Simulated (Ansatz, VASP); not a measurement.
**Cross-check of BaY between VASP and Ansatz**

Wanted: the spread between two codes on one cell, functional and k mesh. The cell is invented: other elements were put on sites of a known structure type. It may not be a known or stable phase. Of the first pair: The cell is taken from a series of VASP runs on this material, whose earlier steps may have relaxed, scaled or displaced it; both programs get it as it stands. Valence electrons are named where the data sets of a main pair hold unlike numbers.

Program: Ansatz 0.2.0. Level of theory: plane waves, with VASP 6.6.1 beside it; single point at revPBE. Results are calculated unless marked as measured.

## (1) The starting structure

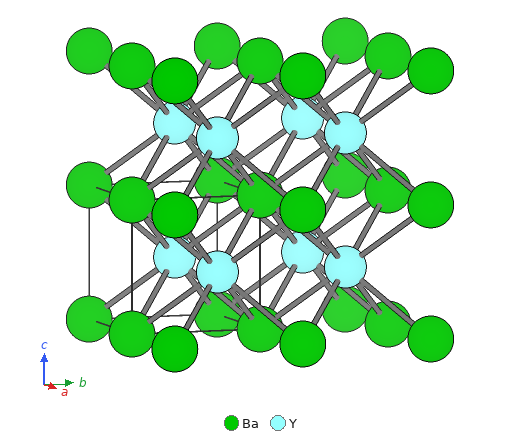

The cell as given, slightly off an axis (barium green, yttrium light teal). 2×2×2 cells are drawn. Some periodic images of atoms are drawn too.

## (2) Ansatz: single point, revPBE

Ansatz runs on its default PAW (the set named soft_2) files.

With cell and atoms fixed, the geometry can't cause a difference; cores, projectors, grids and the points listed under the comparison can.

Input file input.yaml:

```yaml
crystal:
  lattice:
    - [4.48886332, 0.0, 0.0]
    - [0.0, 4.48886332, 0.0]
    - [0.0, 0.0, 4.48886332]
  atoms:
    - { symbol: Ba, position: [0.0, 0.0, 0.0] }
    - { symbol: "Y", position: [0.5, 0.5, 0.5] }
hamiltonian:
  xc: revpbe
  pseudopotentials: { kind: paw }
kpoints:
  mp_grid: { grid: [5, 5, 5] }
scf:
  occupations: { method: methfessel_paxton, width: 0.2 }
  n_extra_bands: 4
output:
  forces: true
  stress: true
  eigenvalues: true
```

Run with:

```
$ ansatz run input.yaml --threads 2 --pin off --max-ram 4608MiB --backend cpu --events-out ev --progress --plain --runs-dir out
```

Numbers of over 12 decimals in the logs are rounded to 6 here.

Log:

```text
scf.n_extra_bands = 4 over 11 filled bands (N_el = 21.0): the run solves 15 bands
Engine: ansatz 0.2.0, aarch64-unknown-linux-gnu
Pseudopotentials: kind: paw
Pseudopotential: Ba, paw, valence charge 10, recommended cutoff 420 eV (normal), Ba.paw.azcp
Pseudopotential: Y, paw, valence charge 11, recommended cutoff 420 eV (normal), Y.paw.azcp
Functional definition: revPBE
  parameter kappa = 1.245
  parameter beta = 0.066725
  exchange = pbe_x(kappa = kappa, mu = beta*pi^2/3)
  correlation = pbe_c(beta = beta)
Crystal: 2 atoms, lattice volume = 90.450 Å³
Basis set: ecut = 420 eV, 1791 PW (Γ), exchange–correlation on 64×64×64 points (8 copies of the dense FFT grid, shifted against one another)
Bands: 15, of which v1, the nominal top of the filled ones, is band 11 counted from 1 (10 counted from 0)
Symmetry: 48 space group operations
Space group: Pm-3m (ITA 221), of the structure as read, at distance tolerance 4.5e-5 Å
k-points: 10 of 125
Non-local potential: Ba, projectors of the file, l = 0: 3, l = 1: 2, l = 2: 2, l = 3: 2
Non-local potential: Y, projectors of the file, l = 0: 3, l = 1: 2, l = 2: 2, l = 3: 1
PAW form: soft (Blöchl's): semilocal exchange-correlation on the pseudo side does not see the compensation charge
PAW frozen core: Ba, regenerated for the run's functional, and the local potential with it (the file was generated under x = pbe(κ = 0.804, μ = 0.219515), c = pbe(β = 0.066725))
PAW frozen core: Y, regenerated for the run's functional, and the local potential with it (the file was generated under x = pbe(κ = 0.804, μ = 0.219515), c = pbe(β = 0.066725))
PAW one-centre angular grid: Ba, 194 points (default); XC on 64 Gauss nodes
PAW one-centre angular grid: Y, 590 points (default); XC on 64 Gauss nodes
Initial density: superposition of atomic densities (neutral atoms: chi_scale 0, normalization atom), corrected by the library's trained network
Initial wavefunctions: pseudopotential atomic-orbital guess
Functional: x = revpbe(κ = 1.245, μ = 0.219515), c = pbe(β = 0.066725)
SCF iter   1: F=—  HF=-9809.244700 eV  |F-HF|=—  |Δ(HF+E_count)|=         —  Δρ=3.62e-3  dr2=1.73e-2  ethr=1.77e-3  ⟨swp⟩=5.6  Hψ=846  notcnv=0
preconditioner: auto → Resta (q_TF=auto, 2.139 Å⁻¹)  ε∞=17.1  [insulator: Δε(μ)=0.156 eV  Ē_g=2.174 eV  σ=0.200 eV  W_gap=0.61  n_scr=18 (ndim 8)  ℏωp=8.7 eV  f_vac=0.000  D(μ)=3.40/eV (n_scr^D=26)  ε∞_Penn≈17.1]
SCF iter   2: F=—  HF=-9809.243419 eV  |F-HF|=—  |Δ(HF+E_count)|=   1.28e-3  S|Δr|=    0.00e0  Δρ=2.21e-3  dr2=5.30e-3  ethr=8.24e-5  ⟨swp⟩=2.1  Hψ=304  notcnv=0
SCF iter   3: F=—  HF=-9809.244123 eV  |F-HF|=—  |Δ(HF+E_count)|=   7.03e-4  S|Δr|=    0.00e0  Δρ=5.40e-4  dr2=3.64e-4  ethr=2.52e-5  ⟨swp⟩=2.8  Hψ=234  notcnv=0
SCF iter   4: F=—  HF=-9809.244173 eV  |F-HF|=—  |Δ(HF+E_count)|=   5.09e-5  S|Δr|=    0.00e0  Δρ=9.42e-5  dr2=9.65e-6  ethr=1.73e-6  ⟨swp⟩=2.5  Hψ=248  notcnv=0
SCF iter   5: F=—  HF=-9809.244186 eV  |F-HF|=—  |Δ(HF+E_count)|=   1.28e-5  S|Δr|=    0.00e0  Δρ=1.42e-5  dr2=1.27e-7  ethr=4.60e-8  ⟨swp⟩=2.0  Hψ=226  notcnv=0
SCF iter   6: F=-9809.244186 eV  HF=-9809.244186 eV  |F-HF|=2.78e-9  |Δ(HF+E_count)|=   1.55e-7  S|Δr|=    0.00e0  Δρ=2.23e-6  dr2=4.09e-9  ethr=4.76e-10  ⟨swp⟩=6.5  Hψ=820  notcnv=0
SCF 1 converged in 6 iterations: F = -9809.244186 eV  dr2 = 4.09e-9
  greatest PAW one-centre occupation: 0.994 electrons in one spin orbital (limit 2), on the Y atom at site 1 (counted from 0), in its partial waves of l = 0
SCF converged after 6 iterations
Stability not checked: this state was not tested for a lower state beside it, because cold or Methfessel-Paxton smearing, or corrected tetrahedra, fill the levels in a way that the test cannot read (fill_not_monotonic; see scf.lower_state_search)
Free energy (F): -9809.244186 eV
Harris-Foulkes:  -9809.244186 eV  (|F-HF|=2.78e-9)
Internal energy: -9809.243076 eV  (E = F + TS)
E sigma→0 (E₀):  -9809.243909 eV
Entropy (-TS):   -0.001110 eV (-0.555 meV/atom)
Fermi energy:    7.560495 eV
--- Per-component energies (eV) ---
  E_band       = -211.479254
  E_kinetic    = 469.603900
  E_local      = -1021.387353  (includes V_loc(G=0)·N_el)
  E_nonlocal   = 106.418374
  E_hartree    = 326.646640
  E_xc         = -339.550272
  E_vxc        = -331.443459  (∫ρ·V_xc dr)
  E_paw        = -8062.179980  (= ΣΔE_a)
  E_vpaw       = -87.963351  (= ΣTr[D̂ρ^β])
  E_aug_tail   = 0.000002  (compensation charges beyond the density's cutoff)
  E_ewald      = -1288.707517
  E_core_change = -0.086870  (= ΣΔE_core)
  E_smearing   = -0.001110  (= −TS)
  E_closure    = 0.000000  (closes the sum)
  Σ components = -9809.244186   (vs F -9809.244186, Δ=0.00e0)
--- Forces (eV/Å), atoms counted from 1 ---
  atom   1  Ba     0.00000000     0.00000000    -0.00000000
  atom   2  Y     -0.00000000     0.00000000     0.00000000
  max |Σ_I F_I| component: 5.42e-30 eV/Å
--- Stress (GPa, compression-positive) ---
       -0.089957       0.000000       0.000000
        0.000000      -0.089957       0.000000
        0.000000       0.000000      -0.089957
  P = ⅓ Tr σ = -0.0900 GPa (-0.900 kbar)
--- Band table (eV; the first three rows and the last of 10) ---
  k-point 0: bands = [... 7 lower, -5.5881, 4.0023, 6.6112, 6.6112, 9.1017, 9.1017, 9.1017, 10.9435]
  k-point 1: bands = [... 7 lower, -5.5829, 4.4541, 6.8446, 6.8586, 9.0078, 9.0078, 9.2400, 10.1910]
  k-point 2: bands = [... 7 lower, -5.5743, 5.5893, 6.7599, 7.4673, 8.9509, 8.9509, 8.9668, 9.5249]
  k-point 9: bands = [... 7 lower, -5.7813, 7.0018, 7.4812, 7.4812, 7.8517, 8.1806, 8.1806, 10.3875]
```

Run time: 1.5 s. Hardware: 2 threads of Arm Neoverse N1, shared host; peak memory 0.32 GiB; 2.4 s of CPU time.

The run ends at a pressure of -0.09 GPa.

## (3) VASP: single point, revPBE

The same cell, functional, mesh and smearing now go to VASP, with its own data sets.

Lines of VASP's logs that name or quote its potential files are left out, and so is its time.

Input file INCAR:

```
SYSTEM = BaY
PREC = Accurate
ENCUT = 400
EDIFF = 1E-06
NELM = 100
ISMEAR = 1
SIGMA = 0.2
LREAL = .FALSE.
ALGO = Normal
GGA = RE
LORBIT = 11
LWAVE = .FALSE.
LCHARG = .TRUE.
ISIF = 2
LELF = .TRUE.
LVHAR = .TRUE.
```

Input file POSCAR:

```
BaY
1.0
    4.4888633200      0.0000000000      0.0000000000
    0.0000000000      4.4888633200      0.0000000000
    0.0000000000      0.0000000000      4.4888633200
Ba Y
1 1
Direct
    0.0000000000      0.0000000000      0.0000000000
    0.5000000000      0.5000000000      0.5000000000
```

Input file KPOINTS:

```
Automatic mesh
0
Gamma
5 5 5
0 0 0
```

PAW data sets: Ba_sv and Y_sv (PBE family, release 64).

Run with:

```
$ mpirun -np 1 vasp_std
```

Log:

```text
[banner, memory and clock lines left out]
running    1 mpi-ranks, on    1 nodes
 distrk:  each k-point on    1 cores,    1 groups
 distr:  one band on    1 cores,    1 groups

 POSCAR found type information on POSCAR BaY
 POSCAR found :  2 types and       2 ions
|                                                                             |
|               ----> ADVICE to this user running VASP <----                  |
|                                                                             |
|     You enforced a specific xc type in the INCAR file but a different       |
|     [... a line on the potential file left out ...]
|     I HOPE YOU KNOW WHAT YOU ARE DOING!                                     |
|                                                                             |

 LDA part: xc-table for (Slater+PW92), standard interpolation
 POSCAR, INCAR and KPOINTS ok, starting setup
 FFT: planning ... GRIDC
 FFT: planning ... GRID_SOFT
 FFT: planning ... GRID
 WAVECAR not read
 entering main loop
       N       E                     dE             d eps       ncg     rms          rms(c)
DAV:   1     0.103594806789E+03    0.10359E+03   -0.83889E+03   280   0.106E+03
DAV:   2    -0.107586285536E+01   -0.10467E+03   -0.10366E+03   416   0.236E+02
DAV:   3    -0.783959699743E+01   -0.67637E+01   -0.66289E+01   420   0.486E+01
DAV:   4    -0.804228203870E+01   -0.20269E+00   -0.20264E+00   404   0.722E+00
DAV:   5    -0.804549828234E+01   -0.32162E-02   -0.32162E-02   378   0.827E-01    0.156E+01
DAV:   6    -0.722216501912E+01    0.82333E+00   -0.22449E+00   334   0.564E+00    0.114E+01
DAV:   7    -0.721104074167E+01    0.11124E-01   -0.16215E+00   380   0.444E+00    0.267E+00
DAV:   8    -0.719332263012E+01    0.17718E-01   -0.62035E-01   340   0.312E+00    0.208E+00
DAV:   9    -0.718467738127E+01    0.86452E-02   -0.14612E-01   334   0.170E+00    0.129E+00
DAV:  10    -0.718259917663E+01    0.20782E-02   -0.11708E-02   346   0.544E-01    0.181E-01
DAV:  11    -0.718270989480E+01   -0.11072E-03   -0.17093E-03   398   0.203E-01    0.572E-02
DAV:  12    -0.718267970878E+01    0.30186E-04   -0.11374E-04   346   0.519E-02    0.328E-02
DAV:  13    -0.718267180989E+01    0.78989E-05   -0.39130E-05   428   0.310E-02    0.109E-02
DAV:  14    -0.718267093355E+01    0.87634E-06   -0.15112E-06   230   0.684E-03
   1 F= -.71826709E+01 E0= -.71823789E+01  d E =-.876018E-03
```

From OUTCAR (step 3):

```text
ion  position               nearest neighbor table
   1  0.000  0.000  0.000-   2 3.89   2 3.89   2 3.89   2 3.89   2 3.89   2 3.89   2 3.89   2 3.89

  LATTYP: Found a simple cubic cell.
 ALAT       =     4.4888633200

 Subroutine GETGRP returns: Found 48 space group operations
 (whereof 48 operations were pure point group operations)

The static configuration has the point symmetry O_h .

 Found     10 irreducible k-points:

   k-points           NKPTS =     10   k-points in BZ     NKDIM =     10   number of bands    NBANDS=     14

   dimension x,y,z NGX =    30 NGY =   30 NGZ =   30
   dimension x,y,z NGXF=    60 NGYF=   60 NGZF=   60

   ENCUT  =  400.0 eV  29.40 Ry    5.42 a.u.   7.32  7.32  7.32*2*pi/ulx,y,z

   NELECT =      21.0000    total number of electrons

 k-points in reciprocal lattice and weights: Automatic mesh
   0.00000000  0.00000000  0.00000000       0.008
   0.20000000  0.00000000  0.00000000       0.048
   0.40000000  0.00000000  0.00000000       0.048
   0.20000000  0.20000000  0.00000000       0.096
   0.40000000  0.20000000  0.00000000       0.192
   0.40000000  0.40000000  0.00000000       0.096
   0.20000000  0.20000000  0.20000000       0.064
   0.40000000  0.20000000  0.20000000       0.192
   0.40000000  0.40000000  0.20000000       0.192
   0.40000000  0.40000000  0.40000000       0.064

 average (electrostatic) potential at core
       1 -37.9017       2 -39.6942

 E-fermi :   2.3613

 k-point     1 :       0.0000    0.0000    0.0000
  band No.  band energies     occupation
    ...
      7     -10.8234      2.00000
      8     -10.8234      2.00000
      9      -1.2373      2.00000
     10       1.3907      2.00000
     11       1.3907      2.00000
     12       3.8783     -0.00000
     13       3.8783     -0.00000
     14       3.8783     -0.00000

 k-point     2 :       0.2000    0.0000    0.0000
  band No.  band energies     occupation
    ...
      7     -10.8181      2.00000
      8     -10.8181      2.00000
      9      -0.7836      2.00000
     10       1.6318      2.00000
     11       1.6381      2.00000
     12       3.7987     -0.00000
     13       3.7987     -0.00000
     14       4.0331     -0.00000

 k-point     3 :       0.4000    0.0000    0.0000
  band No.  band energies     occupation
    ...
      7     -10.8095      2.00000
      8     -10.8095      2.00000
      9       0.3568      2.00000
     10       1.5357      2.00000
     11       2.2826      1.61235
     12       3.7637     -0.00000
     13       3.7671     -0.00000
     14       3.7671     -0.00000

  Total        0.0055367      0.0055367      0.0055367      0.0000000     -0.0000000      0.0000000
  in kB        0.0980736      0.0980736      0.0980736      0.0000000     -0.0000000      0.0000000
  external PRESSURE =       0.0980736 kB  Pullay stress =       0.0000000 kB

  energy-cutoff  :      400.00
  volume of cell :       90.45
      direct lattice vectors                 reciprocal lattice vectors
     4.488863320  0.000000000  0.000000000     0.222773546  0.000000000  0.000000000
     0.000000000  4.488863320  0.000000000     0.000000000  0.222773546  0.000000000
     0.000000000  0.000000000  4.488863320     0.000000000  0.000000000  0.222773546

 POSITION                                       TOTAL-FORCE (eV/Angst)
 -----------------------------------------------------------------------------------
      0.00000      0.00000      0.00000         0.000000      0.000000      0.000000
      2.24443      2.24443      2.24443         0.000000      0.000000      0.000000
 -----------------------------------------------------------------------------------
    total drift:                                0.000000      0.000000      0.000000

  FREE ENERGIE OF THE ION-ELECTRON SYSTEM (eV)
  ---------------------------------------------------
  free  energy   TOTEN  =        -7.1826709336 eV

  energy  without entropy=       -7.1817949154  energy(sigma->0) =       -7.18237893

 total charge
# of ion       s       p       d       f       tot
--------------------------------------------------
    1        2.067   5.538   0.386   0.000   7.990
    2        2.286   6.124   0.757   0.002   9.170
--------------------------------------------------
tot          4.353  11.662   1.143   0.002  17.160

[... 3 further parts left out ...]
```

This run has no spin polarisation. Its electron count is odd, so without a moment it is a metal by construction. Harder data sets than Ba_sv exist (the GW ones), and pressures, volumes and forces can shift noticeably with them.

## (4) Comparison

Known differences besides the potentials themselves: the cutoff is 420 eV in Ansatz and 400 eV in VASP; Ansatz makes its cores anew for this functional, VASP keeps those of its PBE data sets; VASP leaves aspherical gradient terms in its spheres out (LASPH is not set), Ansatz keeps them. Total energies have different zeros and are not compared.

Both answers:

```
      quantity  Ansatz  VASP  difference
pressure (GPa)   -0.09  0.01       -0.10
```

## (5) VASP: single point, revPBE, volume scaled by 0.94

A single point gives forces, pressure and levels at one fixed geometry, so differences don't come from the geometry; what else differs is listed under the comparison. The cell compared in this pair holds 85.02 Å³, against 90.45 Å³ for the pair before.

Edit INCAR of step 3 so:

```diff
@@ -12,5 +12,3 @@
 LWAVE = .FALSE.
-LCHARG = .TRUE.
+LCHARG = .FALSE.
 ISIF = 2
-LELF = .TRUE.
-LVHAR = .TRUE.
```

Input file POSCAR:

```
BaY
1.0
    4.3972281522      0.0000000000      0.0000000000
    0.0000000000      4.3972281522      0.0000000000
    0.0000000000      0.0000000000      4.3972281522
Ba Y
1 1
Direct
    0.0000000000      0.0000000000      0.0000000000
    0.5000000000      0.5000000000      0.5000000000
```

KPOINTS is that of step 3.

Run with:

```
$ mpirun -np 1 vasp_std
```

Log:

```text
[banner, memory and clock lines left out]
running    1 mpi-ranks, on    1 nodes
[...]
[... a notice as in an earlier step ...]

 LDA part: xc-table for (Slater+PW92), standard interpolation
 POSCAR, INCAR and KPOINTS ok, starting setup
[...]
entering main loop
       N       E                     dE             d eps       ncg     rms          rms(c)
DAV:   1     0.986841837307E+02    0.98684E+02   -0.84448E+03   280   0.106E+03
DAV:   2    -0.578306868899E+00   -0.99262E+02   -0.98108E+02   392   0.241E+02
DAV:   3    -0.781229385055E+01   -0.72340E+01   -0.71409E+01   462   0.484E+01
DAV:   4    -0.798239046906E+01   -0.17010E+00   -0.16997E+00   386   0.654E+00
[...]
DAV:  12    -0.716158331930E+01    0.20798E-04   -0.97665E-05   354   0.488E-02    0.196E-02
DAV:  13    -0.716158108948E+01    0.22298E-05   -0.17177E-05   396   0.225E-02    0.366E-03
DAV:  14    -0.716158091633E+01    0.17316E-06   -0.50577E-07   170   0.410E-03
   1 F= -.71615809E+01 E0= -.71629291E+01  d E =0.404442E-02
```

OUTCAR, selected parts (step 5):

```text
  Total        0.6574027      0.6574027      0.6574027     -0.0000000     -0.0000000      0.0000000
  in kB       12.3881103     12.3881103     12.3881103     -0.0000000     -0.0000000      0.0000000
  external PRESSURE =      12.3881103 kB  Pullay stress =       0.0000000 kB

 POSITION                                       TOTAL-FORCE (eV/Angst)
 -----------------------------------------------------------------------------------
      0.00000      0.00000      0.00000         0.000000      0.000000      0.000000
      2.19861      2.19861      2.19861         0.000000      0.000000      0.000000
 -----------------------------------------------------------------------------------
    total drift:                                0.000000      0.000000      0.000000

  FREE ENERGIE OF THE ION-ELECTRON SYSTEM (eV)
  ---------------------------------------------------
  free  energy   TOTEN  =        -7.1615809163 eV

  energy  without entropy=       -7.1656253315  energy(sigma->0) =       -7.16292905

[... 1 part as in an earlier step ...]

[... 2 further parts left out ...]
[key lines of the parts left out:]
E-fermi :   2.6077
```

The scan keeps the cell's shape and the fractional positions fixed.

(Continued in part 2 of 2.)

[Lines on the potential files, build, host, timing and source positions are cut from VASP's logs without a mark.]

[Logs are printed without paths, hosts, clocks, repeated set-up lines and the standing remarks that a program may print on its own settings, such as how far it seeks lower states.]

[Hosts, paths, dates, database ids (printed as entryN), source tags and the programs' standing remarks are cut or masked in the printed files.]
